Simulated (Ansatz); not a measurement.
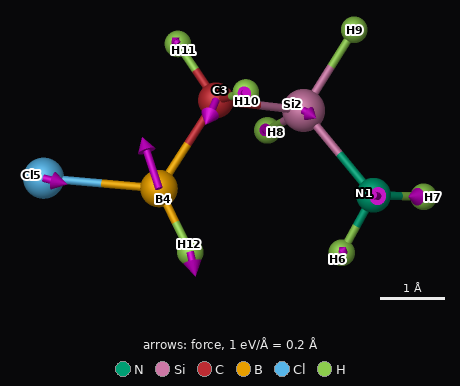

Starting geometry of CH$_{7}$BClNSi (coarse preliminary run) with the computed forces as purple arrows. Style: ball-and-stick. Shown at a tilt.

The start comes from a force field.

Computed with RKS PBE-D4/def2-SVP (Ansatz). Settings: force threshold 0.03 eV/Å; at most 200 steps.

Q: Is this structure relaxed? If not, where do the atoms go?

A: It isn't relaxed: the largest force vector, on B4, is 4.43 eV/Å. The final displacements have little in common with the starting forces (cosine between the two patterns 0.23). The energy falls by 14.8 kcal/mol in 12 accepted moves (14 points after the start). The largest force component goes from 3.5 to 0.015 eV/Å. The line search rejected the trial steps at points 5, 10 of the run. The atom that moves furthest after the best rigid fit is Cl5 (0.61 Å). By element the largest moves are Cl 0.61 Å, H 0.40 Å, N 0.23 Å, B 0.11 Å, C 0.10 Å, Si 0.07 Å. Near-neighbour distances that change, for instance: B4–Cl5 1.877 → 1.771 Å, C3–B4 1.647 → 1.541 Å, B4–H12 1.141 → 1.217 Å, N1–H7 1.092 → 1.024 Å. Among the angles between lasting bonds that change: Si2–N1–H7 104.8° → 117.5°, Si2–N1–H6 107.1° → 118.7°, H6–N1–H7 101.4° → 109.5°. Groups turn about C3–B4 by about 25°. The run took 15 s on 4 threads of Intel Xeon Platinum 8488C, on a shared host.
